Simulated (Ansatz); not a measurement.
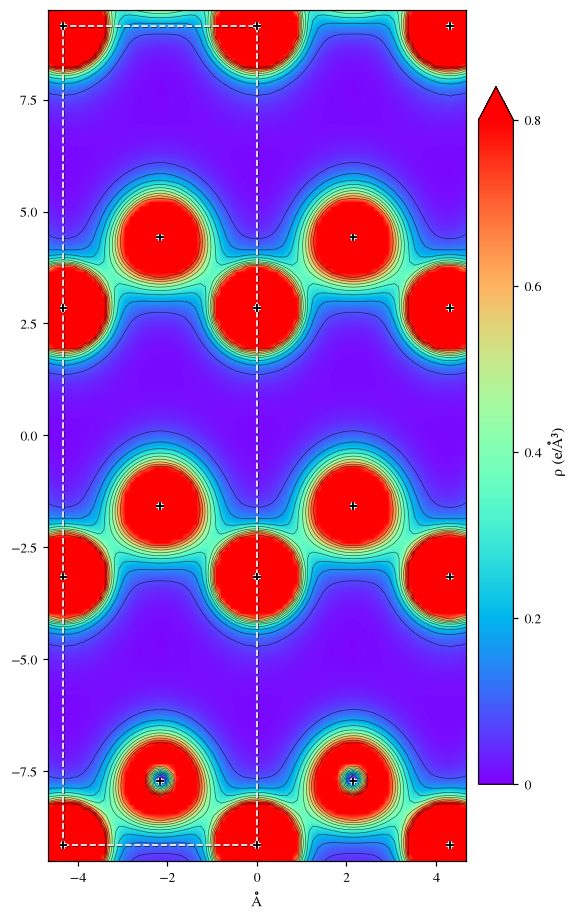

The valence electron density on a plane through atoms (crosses mark nuclei in the plane).

Computed with DFT PBE, scalar-relativistic, plane waves, PAW (Ansatz).

Candidates:
A. Al4FeCo3, a = 5.71 Å, b = 5.71 Å, c = 2.86 Å, α = 90.00°, β = 90.00°, γ = 90.00°. Space group P4/mmm; a structure generated by program, which may or may not match a known phase; computed without spin polarisation.
B. Zr3TiC4, a = 3.17 Å, b = 4.49 Å, c = 6.34 Å, α = 90.00°, β = 90.00°, γ = 90.00°. Space group Pmmm; a structure generated by program, which may or may not match a known phase; changed on purpose from its base cell (volume × 0.91, shape and atoms relaxed); computed pressure about 26 GPa in this cell; computed without spin polarisation.
C. Cd3Se2S, a = 4.32 Å, b = 4.32 Å, c = 18.30 Å, α = 90.00°, β = 90.00°, γ = 90.00°. Space group I-4m2; a structure generated by program, which may or may not match a known phase.

### Which candidate gave the map?

Candidate C: Cd3Se2S on the (010) plane of the conventional cell, which holds Cd, Se and S. Cd–S (2.59 Å): ρ is about 0.38 e/Å³ halfway. Cd–Se (2.67 Å): ρ at the midpoint is about 0.36 e/Å³.
